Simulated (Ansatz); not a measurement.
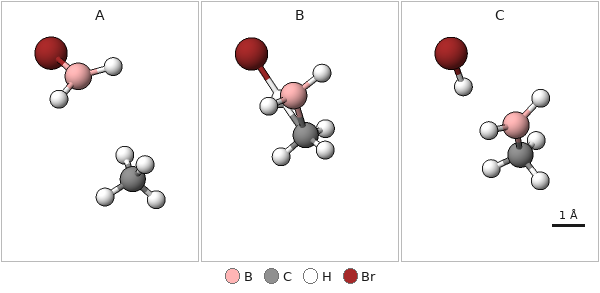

3 geometries from a converged minimum-energy path of CH6BBr, made up at the start of CH$_{5}$B and HBr, shuffled. A ball-and-stick model, seen from a free direction.

Method: RHF/def2-mTZVP (Ansatz). Run with 7 movable images; climbing image; force threshold 0.05 eV/Å; iteration limit 60; starting path through a guess of the saddle point.

Which frame is the top of the path?

B. In order along the path, whose images run from 0 to 8: C (image 1, +1.5 kJ/mol), B (image 3, +146.8 kJ/mol), A (image 7, −97.2 kJ/mol). Breaking: B–C (1.57 → 4.47 Å), Br–H (1.42 → 4.44 Å). Forming: B–Br (3.89 → 1.92 Å), C–H (4.32 → 1.08 Å).

Limits of the set-up: the start holds two separate molecules, 3.9 Å apart at their closest, whose relative position is a soft coordinate and is computed without a dispersion correction; Hartree-Fock leaves out electron correlation.
